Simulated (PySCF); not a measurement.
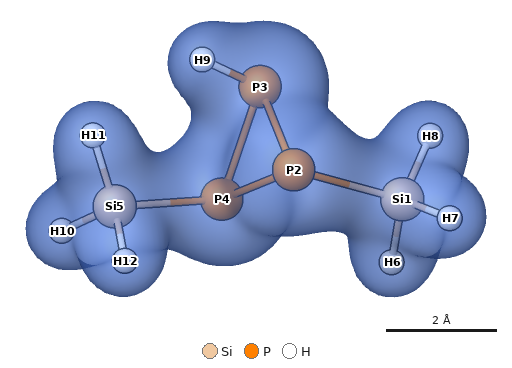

Figure. H7P3Si2 (SMILES [SiH3]p1[pH]p1[SiH3]). Isosurface of the electron density at 0.2 e/Å³ (blue), seen across its widest extent.

Geometry: GFN2-xTB.

The calculation used B3LYP/def2-SVPD, SCF density, gas phase (PySCF).

```yaml
atoms:
  - { symbol: Si, position_ang: [2.6675, -0.5731, -0.0268] }
  - { symbol: P, position_ang: [0.6441, -0.0932, 0.8703] }
  - { symbol: P, position_ang: [0.3196, 1.7870, -0.1441] }
  - { symbol: P, position_ang: [-0.5067, -0.0491, -0.9650] }
  - { symbol: Si, position_ang: [-2.5752, -0.2598, -0.0783] }
  - { symbol: H, position_ang: [2.4862, -1.4251, -1.2057] }
  - { symbol: H, position_ang: [3.3662, -1.2844, 1.0466] }
  - { symbol: H, position_ang: [3.3469, 0.6747, -0.3948] }
  - { symbol: H, position_ang: [-0.7721, 2.1726, 0.6419] }
  - { symbol: H, position_ang: [-3.4500, -0.3267, -1.2493] }
  - { symbol: H, position_ang: [-2.9324, 0.8779, 0.7821] }
  - { symbol: H, position_ang: [-2.5930, -1.5015, 0.6972] }
```

> Which contacts does the surface bridge?

At this value the surface is in one piece. It bridges the sampled P–P (2.16 Å), Si–P (2.26 Å), P–H (1.40 Å) and Si–H (1.46 Å) contacts, where the density stays above the isovalue. On the grid the lowest density along these lines, outside the cores, is 0.8 e/Å³ (P–P, 2.16 Å), 0.62 e/Å³ (Si–P, 2.26 Å), 1.1 e/Å³ (P–H, 1.40 Å) and 0.79 e/Å³ (Si–H, 1.46 Å).
